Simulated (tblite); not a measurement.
**Geometry relaxation, with input and output: Sn₂₂H₃₀ (part 2 of 2)**

The same run, continued: Sn₂₂H₃₀; GFN1-xTB geometry optimisation, gas phase (tblite 0.8.0). The run did not end well.

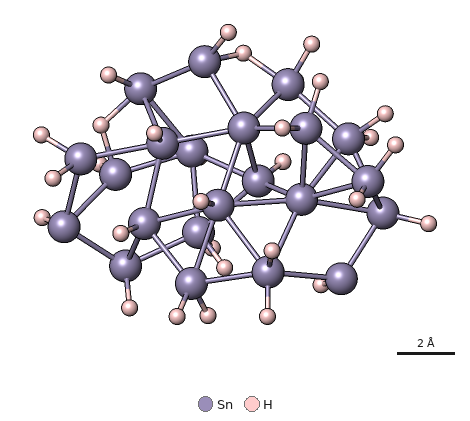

Fig. 1: The geometry at step 318 of the log (ball-and-stick view, seen at a tilt).

**Trajectory as extended XYZ (Å, eV, eV/Å), 4 of the 24 frames kept, from step=0 to step=500**
```
52
Properties=species:S:1:pos:R:3:forces:R:3 step=0 energy=-1953.15804
Sn    2.0785   -0.7914   -4.2884   -0.6890  -0.3840   0.1980
Sn   -0.2238    0.5375    4.1358    0.0180   0.1060  -0.0730
Sn   -0.2154    0.5326   -0.5393   -0.2080   0.1640  -0.1410
Sn    2.0729   -0.7852    3.1999   -0.1640  -0.1490   0.0560
Sn   -0.2216    0.5337   -3.3468    0.4710   0.2570   0.0100
Sn    2.0703   -0.7901    0.3937   -0.0940  -0.1370   0.1770
Sn    2.0737   -3.4371    4.1394   -0.2820   0.1790  -0.2090
Sn    2.0770   -3.4361   -0.5388   -0.2770  -0.0490  -0.3000
Sn    2.0763   -3.4409   -3.3506    0.2250   0.3870   0.3160
Sn   -2.5176   -0.7904    3.2077    0.1240  -0.1780  -0.0340
Sn   -2.5169   -0.7908    0.3942    0.2470  -0.0380   0.1720
Sn   -2.5173   -3.4408    4.1427    0.3600   0.1540  -0.2530
Sn   -2.5182   -3.4381   -0.5353    0.3120   0.1580   0.0960
Sn   -0.2184   -4.7639    3.2034   -0.0790   0.1400  -0.0360
Sn   -0.2228   -4.7582    0.3965    0.1020   0.0750   0.1600
Sn   -0.2225    3.1846   -4.2805   -0.1280  -0.0210   0.1640
Sn    2.0740    4.5105   -0.5394   -0.3380  -0.2230  -0.3290
Sn    2.0725    4.5052   -3.3512   -0.2490  -0.0820   0.2240
Sn   -2.5154    4.5104   -0.5378    0.3640  -0.1510  -0.3420
Sn   -0.2178    3.1849    3.2088   -0.0260  -0.3520  -0.3230
Sn   -2.5171    4.5124   -3.3487    0.2460  -0.1600   0.1960
Sn   -0.2215    3.1855    0.3961    0.0220   0.0890   0.2170
H     2.0770   -0.7850   -6.0002    0.2980   0.1490   0.0590
H     3.4738    0.0169   -3.7149   -0.0460  -0.0330  -0.2910
H    -0.2201    0.5375    5.8636    0.0010  -0.0140   0.0090
H     3.4719    0.0203    3.7819    0.0960   0.0480   0.0810
H    -1.6243   -0.2736   -3.9242    0.0110  -0.0670  -0.0530
H     3.4774    0.0218   -0.1759    0.0130   0.0130  -0.0300
H     2.0742   -3.4384    5.8607    0.2640  -0.1520  -0.1550
H     3.4791   -4.2492    3.5727   -0.0260   0.0010   0.3250
H     3.4816   -4.2490    0.0319    0.0570  -0.0260   0.0070
H     3.4761   -4.2483   -3.9233   -0.2340  -0.1940  -0.1660
H     0.6682   -4.2495   -3.9254    0.3390  -0.0340  -0.0760
H    -3.9171    0.0199    3.7831   -0.0890   0.0480   0.0660
H    -3.9180    0.0230   -0.1804   -0.0510   0.0080  -0.0530
H    -3.9187   -4.2474    3.5664    0.0000  -0.0090   0.3240
H    -2.5156   -3.4387    5.8586   -0.2740  -0.1510  -0.0960
H    -3.9183   -4.2471    0.0304   -0.0230  -0.0260  -0.3080
H    -2.5137   -3.4427   -2.2604   -0.2620  -0.1480   0.1970
H    -0.2254   -6.3816    3.7806    0.0030  -0.1000   0.0800
H    -0.2207   -6.3873   -0.1733   -0.0210   0.0040  -0.0360
H    -0.2147    3.1784   -6.0031    0.0030   0.0470  -0.0550
H     2.0785    6.1312    0.0294    0.2800  -0.1810   0.0720
H     3.4806    3.6973    0.0312   -0.0710   0.3440   0.0490
H     2.0699    6.1319   -3.9211    0.2560  -0.2350  -0.0660
H     3.4761    3.6994   -3.9269   -0.0220   0.3020  -0.0800
H    -3.9168    3.6979    0.0324    0.0280   0.3210   0.0700
H    -2.5151    6.1328    0.0353   -0.2800  -0.2140   0.0660
H     1.1854    3.9953    3.7796   -0.2800   0.1640   0.1360
H    -1.6231    3.9956    3.7814    0.3040   0.1540   0.1230
H    -3.9201    3.6905   -3.9204    0.0590   0.3440  -0.0610
H    -2.5082    6.1315   -3.9238   -0.2890  -0.1510  -0.0800
52
Properties=species:S:1:pos:R:3:forces:R:3 step=8 energy=-1953.77137
Sn    1.9924   -0.8385   -4.2989   -0.1600  -0.1340  -0.0250
Sn   -0.2258    0.5275    4.1469    0.0280  -0.0250   0.0080
Sn   -0.2200    0.5645   -0.5512   -0.1490   0.1000  -0.0790
Sn    2.0645   -0.7731    3.2050   -0.0450  -0.0740   0.0400
Sn   -0.1892    0.5842   -3.3399    0.2360   0.0880  -0.0470
Sn    2.0178   -0.7975    0.4068   -0.0060  -0.1120   0.1090
Sn    2.0345   -3.4180    4.1137   -0.0480   0.0450  -0.0210
Sn    2.0493   -3.4360   -0.5294   -0.1130  -0.0470  -0.1410
Sn    2.1449   -3.4246   -3.3136    0.0780  -0.0230   0.0310
Sn   -2.5113   -0.7820    3.2156    0.0390  -0.0950  -0.0290
Sn   -2.4791   -0.7690    0.4156    0.0900  -0.0630   0.0520
Sn   -2.4794   -3.4256    4.1169    0.0710  -0.0020  -0.0450
Sn   -2.4677   -3.4135   -0.4993    0.0750   0.0510  -0.0100
Sn   -0.2196   -4.7941    3.2104   -0.0200   0.0480   0.0240
Sn   -0.2100   -4.7769    0.4225    0.0060   0.0170   0.0350
Sn   -0.2433    3.1928   -4.3088   -0.0700   0.0150   0.0490
Sn    2.0232    4.4877   -0.5782   -0.0480  -0.0480  -0.0610
Sn    2.0275    4.4813   -3.3571   -0.0040   0.0320  -0.0350
Sn   -2.4592    4.4868   -0.5626    0.1160  -0.0370  -0.0310
Sn   -0.2199    3.1427    3.2080   -0.0200  -0.0330  -0.0210
Sn   -2.4917    4.5074   -3.3398   -0.0690   0.0190  -0.0260
Sn   -0.2147    3.1769    0.4274    0.0360   0.0910   0.1340
H     2.1731   -0.7442   -5.9802    0.0330   0.0100  -0.1210
H     3.3942   -0.0285   -3.8275    0.1220   0.0870   0.0210
H    -0.2203    0.5419    5.8661    0.0000   0.0160   0.0830
H     3.4723    0.0121    3.8092    0.0350   0.0140   0.0490
H    -1.5576   -0.2572   -3.9196   -0.1130  -0.0610  -0.0370
H     3.4307   -0.0075   -0.1630    0.0510   0.0320  -0.0300
H     2.1654   -3.4957    5.8065    0.0330  -0.0230   0.0700
H     3.4569   -4.2433    3.6883    0.0760  -0.0460   0.0030
H     3.4661   -4.2379    0.0129    0.0870  -0.0160   0.0460
H     3.4143   -4.3267   -3.9994    0.0180  -0.0560  -0.0590
H     0.8022   -4.2558   -3.9442    0.0290  -0.0370  -0.0080
H    -3.9169    0.0107    3.8004   -0.0760   0.0370   0.0630
H    -3.8976   -0.0045   -0.1795   -0.0560   0.0150  -0.0310
H    -3.9035   -4.2431    3.6848   -0.0820  -0.0410   0.0120
H    -2.6087   -3.4933    5.8086   -0.0390  -0.0200   0.0860
H    -3.8917   -4.2372   -0.0871   -0.0980  -0.0540   0.0190
H    -2.6003   -3.4935   -2.1959   -0.0040  -0.0050  -0.0230
H    -0.2264   -6.4022    3.8123   -0.0030  -0.0950   0.0770
H    -0.2309   -6.3835   -0.1858   -0.0090  -0.0700  -0.0500
H    -0.2147    3.2023   -6.0197    0.0080   0.0230  -0.1640
H     2.1720    6.0561    0.0424    0.0300   0.1010   0.0340
H     3.4509    3.8118    0.0380    0.0730  -0.0200   0.0120
H     2.1619    6.0674   -3.9467    0.0420   0.0490  -0.0320
H     3.4654    3.8066   -3.9493    0.0810  -0.0070  -0.0360
H    -3.8898    3.8141    0.0368   -0.1310  -0.0330   0.0210
H    -2.6117    6.0594    0.0458   -0.0390   0.1000   0.0260
H     1.0761    4.0467    3.8227    0.0580   0.0910   0.0700
H    -1.5144    4.0496    3.8236   -0.0530   0.0920   0.0670
H    -3.9174    3.8061   -3.9473   -0.0360   0.0340  -0.0260
H    -2.6139    6.0837   -3.9560   -0.0600   0.0710  -0.0520
52
Properties=species:S:1:pos:R:3:forces:R:3 step=318 energy=-1958.55178
Sn    1.8382   -0.8168   -3.5942   -0.0060  -0.0340  -0.0640
Sn   -1.1448   -0.1763    4.6223    0.0580   0.0200   0.1300
Sn    0.2549    1.5045   -2.4697   -0.0440  -0.0080  -0.0760
Sn    0.7684   -0.5085    2.4447    0.0090  -0.0240  -0.0310
Sn    0.0477    0.4304   -5.4085   -0.0300   0.0630   0.0630
Sn    1.4014   -0.5037   -0.5995   -0.0160  -0.1000   0.0200
Sn    1.7207   -2.7747    4.0630    0.0060   0.1360  -0.0440
Sn    0.9612   -2.9962    0.9407    0.0050   0.0970   0.0560
Sn    1.6757   -3.1364   -1.8478    0.0440  -0.0310  -0.0350
Sn   -2.2930   -0.7634    1.9339   -0.0090   0.0100   0.0370
Sn   -1.5980    0.3669   -0.6236   -0.1180   0.0330   0.0100
Sn   -1.2967   -3.0705    3.2137   -0.0370   0.0230  -0.0330
Sn   -2.0155   -2.6123   -0.2554   -0.0720  -0.0470  -0.1110
Sn    0.6272   -5.2445    3.0080   -0.0720  -0.0790   0.0200
Sn   -0.9933   -5.0926    0.6831    0.0310  -0.1020   0.0240
Sn   -1.3255    2.8393   -4.6977    0.0740   0.0280  -0.0010
Sn    1.6093    3.8043   -1.0516   -0.0300   0.0500  -0.0920
Sn    1.2072    3.9311   -3.9036    0.0460   0.0270  -0.0070
Sn   -1.7716    3.5799    0.9671   -0.0320  -0.0380  -0.0710
Sn   -0.2930    2.4019    3.4879    0.0990   0.0260   0.0070
Sn   -1.4999    3.8150   -1.9692   -0.0360  -0.0930   0.0310
Sn    0.4671    1.9086    0.7365    0.0100   0.0090   0.0230
H     2.6930   -1.7541   -4.7820    0.0070   0.0370   0.0170
H     3.2131    0.1949   -3.3800    0.0020   0.0180  -0.0020
H     0.3594   -0.2537    5.5753   -0.0400   0.0450  -0.0570
H     2.4412   -0.0165    2.6587    0.0160  -0.0090  -0.0400
H    -1.2599   -0.5928   -4.8366    0.0200   0.0370  -0.0230
H     3.1291   -0.3929   -0.3135   -0.0350  -0.0300  -0.0230
H     1.4278   -3.2524    5.7165   -0.0300  -0.0080  -0.0100
H     3.2759   -3.5828    4.0914    0.0120  -0.0050  -0.0250
H     2.6486   -3.4187    1.0702    0.0520  -0.0190   0.0320
H     3.0213   -4.0064   -2.4735    0.0520  -0.0020   0.0050
H     0.5233   -3.8424   -2.8957    0.0200  -0.0320   0.0000
H    -4.0050   -1.1746    1.8432    0.0220  -0.0330   0.0110
H    -3.2119    1.0783   -0.5655    0.0940   0.0100  -0.0060
H    -2.7245   -3.6009    4.1056    0.0190  -0.0810  -0.1500
H    -1.0307   -2.1083    4.7545    0.0160   0.1220   0.0740
H    -3.6055   -3.0785   -0.7692    0.0440   0.0870   0.0190
H    -1.4533   -2.6981   -1.8792    0.0110   0.0250   0.0410
H    -0.6688   -5.9180    3.9884   -0.0370  -0.0070   0.0100
H    -0.0019   -5.8090   -0.5850   -0.0610   0.0670   0.0580
H    -1.1445    3.7921   -6.1729    0.0240  -0.0240   0.0590
H     1.4018    5.3265   -0.2609    0.0550  -0.0330   0.0190
H     3.2902    3.6463   -0.6766   -0.0410   0.0040   0.0200
H     1.3965    5.6382   -3.7621   -0.0320  -0.0550  -0.0030
H     2.8661    3.6320   -4.2984   -0.0440   0.0200   0.0380
H    -3.4669    3.4189    1.1004    0.0430  -0.0270   0.0010
H    -1.6832    5.2563    1.3219    0.0070  -0.0820  -0.0180
H     0.4972    3.9789    3.4686   -0.0200  -0.0360   0.0250
H    -1.8151    3.2204    2.9035   -0.0330   0.0450   0.0190
H    -3.2075    3.9697   -2.2655   -0.0120  -0.0130   0.0560
H    -1.2450    5.4789   -2.3542   -0.0140   0.0120  -0.0010
52
Properties=species:S:1:pos:R:3:forces:R:3 step=500 energy=-1959.47054
Sn    1.3895   -1.2663   -3.6651    0.0560   0.0220  -0.0380
Sn   -0.9409    0.0468    4.5000   -0.0220  -0.0130  -0.0090
Sn    0.7608    1.4632   -2.6616   -0.0150  -0.0290  -0.0070
Sn    0.9549   -0.4898    2.3802    0.0180   0.0210  -0.0040
Sn   -0.7784    0.0159   -4.9878   -0.0060   0.1110   0.1110
Sn    1.1457   -0.7050   -0.6443    0.0330   0.0180   0.0070
Sn    1.6450   -2.8234    4.0570    0.0100  -0.0040  -0.0030
Sn    1.0989   -3.1313    1.0136    0.0450   0.0250   0.0030
Sn    1.9313   -3.3798   -1.7677    0.0260  -0.0070  -0.0060
Sn   -2.0113   -0.3725    1.6521    0.0070   0.0140   0.0190
Sn   -1.5987    0.6385   -1.0910   -0.0550  -0.0010  -0.1010
Sn   -1.3334   -2.7518    3.0244   -0.0090  -0.0100  -0.0040
Sn   -1.6276   -2.3143   -0.4615    0.0180   0.0110   0.0070
Sn    0.2627   -5.2125    3.1209   -0.0090  -0.0050  -0.0110
Sn   -1.1807   -4.8850    0.6802   -0.0290  -0.0290  -0.0270
Sn   -1.1610    2.8504   -4.5846   -0.0210  -0.0720  -0.0780
Sn    1.5818    4.0370   -1.0432    0.0160   0.0000  -0.0170
Sn    1.2610    4.1573   -3.8524    0.0190  -0.0070   0.0140
Sn   -1.9269    2.7200    1.1713   -0.0220   0.0200  -0.0040
Sn    0.2239    2.4918    3.3507   -0.0360   0.0160  -0.0100
Sn   -1.4399    3.5460   -1.8226   -0.0080   0.0460  -0.0230
Sn    0.6652    1.8761    0.5277    0.0170  -0.0380   0.0250
H     2.5950   -1.4837   -4.9142   -0.0910   0.0080   0.0400
H     2.2774    0.3405   -3.2367   -0.0340  -0.0130  -0.0050
H     0.3973   -0.1856    5.6414   -0.0090   0.0070  -0.0280
H     2.6637   -0.1137    2.5687   -0.0080  -0.0150  -0.0090
H    -1.8822   -0.3122   -3.6220    0.0490   0.0720  -0.0270
H     2.8741   -0.4267   -0.4116    0.0060  -0.0270  -0.0070
H     1.2248   -3.1792    5.7124    0.0100  -0.0050   0.0090
H     3.0931   -3.8078    4.1788   -0.0090   0.0140   0.0260
H     2.7704   -3.6373    1.1898   -0.0060  -0.0180  -0.0020
H     3.5579   -3.7314   -2.2566   -0.0400  -0.0020   0.0110
H     1.2295   -4.5980   -2.7773    0.0390   0.0340   0.0190
H    -3.7226   -0.7804    1.4473    0.0050  -0.0130   0.0030
H    -3.3041    1.1256   -0.9842    0.0260  -0.0110  -0.0350
H    -2.9056   -3.1949    3.6918    0.0220   0.0230  -0.0050
H    -1.0996   -1.8594    4.6401   -0.0260  -0.0060   0.0250
H    -3.1825   -2.5546   -1.1907   -0.0410  -0.0030   0.0020
H    -0.9026   -2.6185   -2.0080   -0.0120  -0.0110   0.0090
H    -1.2452   -5.5358    3.9806    0.0260   0.0140   0.0120
H    -0.1995   -5.7090   -0.5165    0.0120  -0.0030   0.0110
H    -0.8428    3.4444   -6.2219   -0.0200  -0.0440   0.0530
H     1.4624    5.4493   -0.0397    0.0260  -0.0190  -0.0360
H     3.2323    3.7239   -0.6138    0.0040  -0.0060   0.0100
H     1.0154    5.8580   -3.8758    0.0290   0.0150  -0.0010
H     2.9333    4.2230   -4.2745    0.0050   0.0160   0.0160
H    -3.4824    2.3193    1.7459   -0.0360  -0.0050  -0.0030
H    -2.2460    4.4027    1.0182    0.0070   0.0030   0.0210
H     0.6554    4.1711    2.9852    0.0070   0.0170  -0.0040
H    -1.5207    3.0229    3.0355    0.0540  -0.0390   0.0060
H    -3.1614    3.8729   -1.9590   -0.0050  -0.0230   0.0170
H    -1.1977    5.2806   -1.8223   -0.0250  -0.0460   0.0280
```

**What the run reported**

- outcome: not converged
- total energy: −1959.4705 eV
- HOMO: −10.07 eV
- LUMO: −8.77 eV
- point group: C1
- dipole moment: 4.14 D
- hardware: 2 CPU threads, shared host
- wall time: 87 s (CPU time 96 s)
- peak memory: 0.17 GiB

The run did not converge. At least one of its steps failed, so the values that rest on that step are not results. The bonding changed during the run.
